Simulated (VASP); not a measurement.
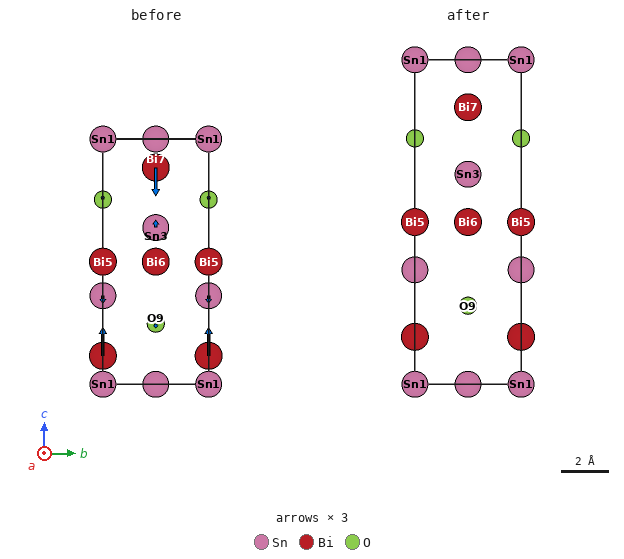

The structure of crystalline Sn$_{2}$Bi$_{2}$O (a generated structure, set up in P4/nmm) before (left) and after (right) a relaxation, at one scale. The blue arrows give the displacements (the part carried along by the change of the cell is left out), 3 times their true length.

A ball-and-stick model of the cell of the calculation, seen along the a axis.

The run lets cell and atoms move.

Theory: Kohn-Sham DFT of a periodic cell, PBE, VASP PAW PBE potentials, recommended in VASP.

The input:
```
  PREC = Normal
  ENCUT = 520
  EDIFF = 1E-4
  ISMEAR = 0
  SIGMA = 0.15
  LREAL = Auto
  LASPH = T
  NELM = 60
  ALGO = Fast
  ISIF = 3
  LWAVE = F
  LCHARG = F
  GGA = PE
  IBRION = 2
  NSW = 24
  EDIFFG = -0.08
```

Launched with:
```bash
cat potpaw_PBE.64/Sn_d/POTCAR potpaw_PBE.64/Bi_d/POTCAR potpaw_PBE.64/O/POTCAR > POTCAR
mpirun -np 1 vasp_std > vasp.out
```

Question: What changed between the two?

Answer: The relaxation stopped without meeting its thresholds, so the last structure isn't shown to be converged. The largest moves relative to the cell, 0.42 Å, are those of Bi atoms. By element the largest moves are Bi 0.42 Å, Sn 0.12 Å, O 0.07 Å. The drawn cell changes as follows: a = b 4.576 → 4.596 Å (+0.4 %), c 10.616 → 14.046 Å (+32.3 %); the volume changes by +33.5 %. Among the contacts that change: Bi–Sn 2.600 → 3.082 Å, Bi–Sn 2.722 → 3.092 Å, Bi–Sn 2.599 → 2.900 Å. The space group stays P4/nmm (No. 129). After 23 geometry steps the energy has fallen by 909 meV per atom. The largest force component goes from 4.1 to 0.98 eV/Å. The pressure goes from 35.50 to −0.24 GPa. The volume changes by over a tenth within one run on a fixed set of plane waves, so the end point should be relaxed again from the new cell. It ran on 1 thread of Intel(R) Xeon(R) Platinum 8488C (Sapphire Rapids), with other jobs on the host.

Limits of the set-up: layers or molecules are held without a dispersion correction, so their spacing is unreliable.
